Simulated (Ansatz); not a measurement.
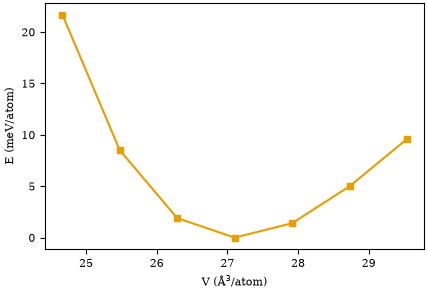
HfTeS in space group P3m1 (No. 156; Hf on 1b, Te on 1a, S on 1c) under volume change, r²SCAN+D4 (plane waves, PAW; program Ansatz), shape and atoms relaxed at each volume.

What does a third-order Birch–Murnaghan fit give for V₀, B₀ and B′?

V₀ = 27.12 Å³/atom, B₀ = 20.9 GPa, B′ = 12.3.

The workflow started from a Materials Project entry (that database holds measured and hypothetical structures alike); the Crystallography Open Database copy checked does not list it. Whether it is the stable phase at ambient conditions was not checked. Symmetry was held in the r²SCAN+D4 relaxation; its stability against distortions is not shown here. The run is not spin-polarised. Scalar-relativistic: spin–orbit coupling is off unless named, which matters more the heavier the elements.

Potentials: the later of the program's two PAW sets.
